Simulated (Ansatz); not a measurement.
**One shape, several levels: BCl2 (SMILES Cl[B]Cl)**

Wanted: a comparison of 6 runs (UHF/STO-3G, U-r2SCAN0/STO-3G, U-wB97M-V/STO-3G, UB2PLYP/STO-3G, UCAM-B3LYP/STO-3G, UMP2/STO-3G) of BCl2. 

The calculation is run with Ansatz 0.2.0.

38 further runs of the same task are left out: 4 that didn't finish, 34 set aside as unsound or not needed.

**1. The structure to begin with**

The species is BCl2 (3 atoms), meant as a doublet with charge 0. As SMILES, `Cl[B]Cl`. The B2–Cl1 distance was set to 2.149 Å, away from the relaxed value.

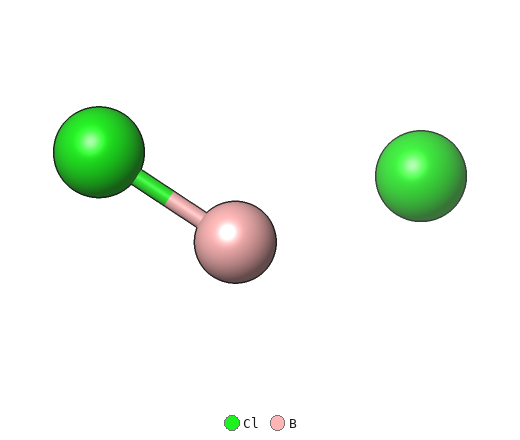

The structure, seen from a chosen angle (chlorine green, boron pink).

**2. A single-point energy at UHF/STO-3G (run 1)**

File run.yaml:

```yaml
crystal:
  periodic: [false, false, false]
  atoms:
    - {symbol: Cl, position_ang: [0.580356, -1.894436, 0.101727]}
    - {symbol: B, position_ang: [-0.463900, -0.050300, -0.256900]}
    - {symbol: Cl, position_ang: [0.081500, 1.511100, 0.213700]}
basis:
  gaussian: {orbitals: STO-3G}
hamiltonian: {xc: hf}
magnetization: {spin_polarized: true, initial_magnetization: 1}
accuracy: high
```

Launch:

```bash
$ ansatz run run.yaml --threads 1 --pin off --max-ram 2610MiB --events-out events.jsonl --progress --plain --runs-dir runs
```

Output:

```text
Warning: RAYON_NUM_THREADS=1 ignored (pool sized by the plan → 1); use --threads N
Functional definition: HF
  name "HF"
  exchange = exact_x
  correlation = 0
397 factors; integrals over basis functions are off by at most 1.8e-8 eV
mean field evaluation 1: about -25397.8066 eV, gradient 1.5e1 eV
mean field evaluation 2: about -25397.8607 eV, gradient 1.5e1 eV
mean field evaluation 4: about -25401.2185 eV, gradient 2.5e0 eV
mean field evaluation 8: about -25401.4188 eV, gradient 2.9e-3 eV
mean field evaluation 16: about -25401.4117 eV, gradient 1.7e-8 eV
mean field -25401.41169121 eV, -933.4846619568 hartree, gradient 1.7e-8 eV, S^2 0.758435; 0 other end points of the search recorded, 0 dependent functions left out
reference -25401.41169121 eV, -933.4846619568 hartree; 20, 19 occupied and 3, 4 virtual orbitals, 397 factors
Total energy: -25401.41169121 eV, -933.4846619568 hartree
```

Run time: 0.18 s. Hardware: 1 thread of Arm Neoverse V1, shared host.

**3. The energy at U-r2SCAN0/STO-3G (run 2)**

File molecule.yaml:

```yaml
crystal:
  periodic: [false, false, false]
  atoms:
    - {symbol: Cl, position_ang: [0.580356, -1.894436, 0.101727]}
    - {symbol: B, position_ang: [-0.463900, -0.050300, -0.256900]}
    - {symbol: Cl, position_ang: [0.081500, 1.511100, 0.213700]}
basis:
  gaussian:
    orbitals: STO-3G
magnetization:
  spin_polarized: true
  initial_magnetization: 1
hamiltonian:
  xc: {name: r2SCAN0}
accuracy: high
```

Launch:

```bash
$ ansatz run molecule.yaml --threads 1 --pin off --max-ram 2610MiB --events-out events.jsonl --progress --plain --runs-dir runs
```

Output:

```text
Warning: RAYON_NUM_THREADS=1 ignored (pool sized by the plan → 1); use --threads N
Functional definition: r2SCAN0
  name "r2SCAN0"
  parameter a = 0.25
  parameter k0 = 0.174
  parameter k1 = 0.065
  parameter a1 = 4.9479
  exchange = (1 - a)*r2scan_x(k0 = k0, k1 = k1, a1 = a1) + a*exact_x
  correlation = r2scan_c
397 factors; integrals over basis functions are off by at most 1.8e-8 eV
mean field evaluation 1: about -25436.2449 eV, gradient 1.4e1 eV
mean field evaluation 2: about -25429.3466 eV, gradient 3.6e1 eV
mean field evaluation 4: about -25438.7938 eV, gradient 1.0e0 eV
mean field evaluation 8: about -25438.8059 eV, gradient 1.8e-2 eV
mean field evaluation 16: about -25438.8060 eV, gradient 5.5e-6 eV
mean field -25438.80595587 eV, -934.8588758364 hartree, gradient 1.9e-8 eV, S^2 0.756949; 0 other end points of the search recorded, 0 dependent functions left out
reference -25438.80595627 eV, -934.8588758508 hartree; 20, 19 occupied and 3, 4 virtual orbitals, 397 factors
Total energy: -25438.80595627 eV, -934.8588758508 hartree
```

It took 5.4 s on 1 thread of Arm Neoverse V1, shared host; peak memory 0.22 GiB.

Runs 3 to 5 aren't shown in full; the table further down has their settings and results.

**4. The energy at UMP2/STO-3G (run 6)**

run.yaml: that of step 2 with these lines changed.

```diff
@@ -7,5 +7,10 @@
 basis:
-  gaussian: {orbitals: STO-3G}
-hamiltonian: {xc: hf}
-magnetization: {spin_polarized: true, initial_magnetization: 1}
+  gaussian:
+    orbitals: STO-3G
+magnetization:
+  spin_polarized: true
+  initial_magnetization: 1
+correlation:
+  method: mp2
+  frozen_orbitals: {B: 1, Cl: 5}
 accuracy: high
```

Launch:

```bash
$ ansatz run run.yaml --threads 1 --pin off --max-ram 2610MiB --events-out events.jsonl --progress --plain --runs-dir runs
```

Output:

```text
Warning: RAYON_NUM_THREADS=1 ignored (pool sized by the plan → 1); use --threads N
[... 4 set-up lines as earlier in the session ...]
397 factors; integrals over basis functions are off by at most 1.8e-8 eV
mean field evaluation 1: about -25397.8066 eV, gradient 1.5e1 eV
mean field evaluation 2: about -25397.8607 eV, gradient 1.5e1 eV
mean field evaluation 4: about -25401.2185 eV, gradient 2.5e0 eV
mean field evaluation 8: about -25401.4188 eV, gradient 2.9e-3 eV
mean field evaluation 16: about -25401.4117 eV, gradient 1.7e-8 eV
mean field -25401.41169121 eV, -933.4846619568 hartree, gradient 1.7e-8 eV, S^2 0.758435; 0 other end points of the search recorded, 0 dependent functions left out
11 core orbitals not correlated: weight in the atoms' cores, before any rotation towards them, 1.000 or more for the frozen orbitals, at most 0.000 for the correlated occupied ones
reference -25401.41169121 eV, -933.4846619568 hartree; 9, 8 occupied and 3, 4 virtual orbitals, 397 factors
second order -1.21614748 eV of doubles, -0.00000000 eV of singles
Total energy: -25402.62783869 eV, -933.5293545523 hartree
```

Run time: 0.18 s. Hardware: 1 thread of Arm Neoverse V1, shared host.

**5. All runs side by side**

| run | level | frozen core orbitals | energy (Eh) | ⟨S²⟩ | wall time |
| --- | --- | --- | --- | --- | --- |
| 1 | UHF/STO-3G | – | -933.484662 | 0.758 | 0.18 s |
| 2 | U-r2SCAN0/STO-3G | – | -934.858876 | 0.757 | 5.4 s |
| 3 | U-wB97M-V/STO-3G | – | -934.950457 | 0.753 | 22 s |
| 4 | UB2PLYP/STO-3G | 11 | -934.494212 | 0.756 | 2.2 s |
| 5 | UCAM-B3LYP/STO-3G | – | -934.809706 | 0.754 | 2.2 s |
| 6 | UMP2/STO-3G | 11 | -933.529355 | 0.758 | 0.18 s |

**6. Results**

| quantity | value |
| --- | --- |
| run 6: total energy | -933.52935 Eh |
| run 6: correlation energy (11 core orbitals frozen) | -44.7 mEh |
| run 6: ⟨S²⟩ of the reference determinant | 0.758 |

In words: Totals of different functionals can't be ranked against each other. In runs 1, 2, 3, 4, 5, 6 the basis is minimal, so the values are rough. All runs together took 32 s, the longest 22 s.
